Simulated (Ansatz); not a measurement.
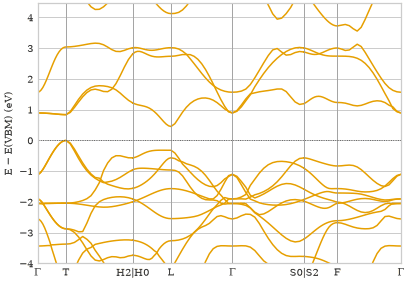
Band structure from plane-wave PAW r²SCAN (Ansatz code)

Q: Read off the gap and where the band edges lie.

A: About 0.5 eV (0.45 eV by a search for the band edges); maximum at T, minimum at L.

The material is NbCuN$_{2}$ in space group R-3m (No. 166; Nb on 3b, Cu on 3a, N on 6c).

The start of the workflow was typed in or built on a structure type; neither database checked (COD, Materials Project) lists it. Its standing as an ambient phase is unchecked. The r²SCAN relaxation kept the symmetry of its start; its stability against distortions is not shown here. The workflow began spin-polarised and lost its moments. Scalar-relativistic: spin–orbit coupling is off unless named, which matters more the heavier the elements.

Potentials: the earlier of the program's two PAW sets.
